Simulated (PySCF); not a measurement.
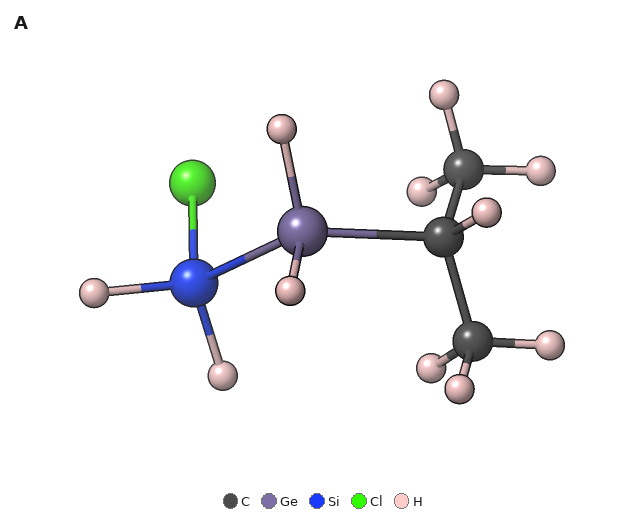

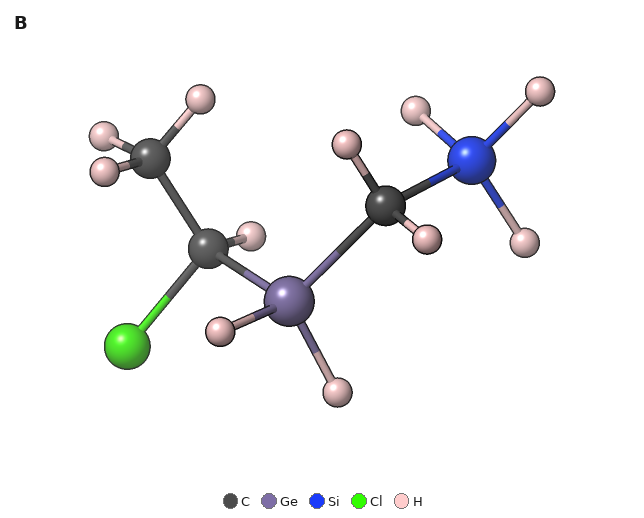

2 stationary structures of one formula. Geometries: GFN2-xTB. Electronic energies: B3LYP/def2-SVPD (PySCF 2.14.0), without zero-point energy. No frequency run is at hand to confirm each as a minimum. Each is one conformer, not always the lowest.

**Are they conformers, stereoisomers or constitutional isomers?**

They are constitutional isomers of C3H11ClGeSi: A `C[CH](C)[GeH2][SiH2]Cl`, B `C[C@H](Cl)[GeH2][CH2][SiH3]`.

**Rank them by energy, lowest first.**

A is lowest; B lies 127.9 kJ/mol above it.

The geometry is semi-empirical. Around Ge, Si such bond lengths and angles can be off by a tenth of an ångström or more and by several degrees, and values that hang on the shape move with them.
